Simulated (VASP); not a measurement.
Shape and ions are relaxed at each volume.

Energy against volume of In (bct). The numbers are results of AM05 GGA, VASP's PBE PAW potentials (set 64) (plane waves; VASP 6.6.1), not measurements.

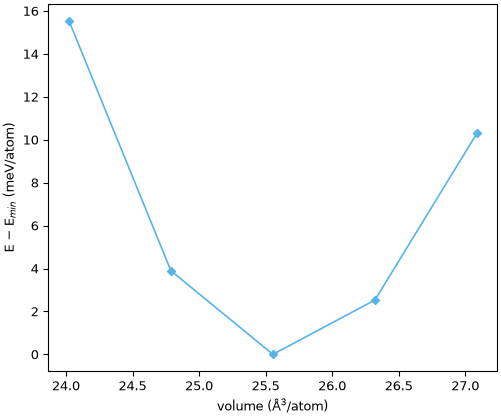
Energy against volume

Estimate the equilibrium volume and the bulk modulus.

The minimum lies near 25.6 Å³/atom, and the curvature gives B0 of about 44 GPa.

Measured: bulk modulus 44.7 GPa at 0 K (computed value off by -1.8 %), as given by K. Lejaeghere et al., Critical reviews in solid state and materials sciences/CRC critical reviews in solid state and materials sciences (2013), arXiv:1204.2733 [extrapolated to 0 K and zero-point effects removed (source: thermally corrected experimental values)].

The compound is In in the bct structure. It was relaxed first.
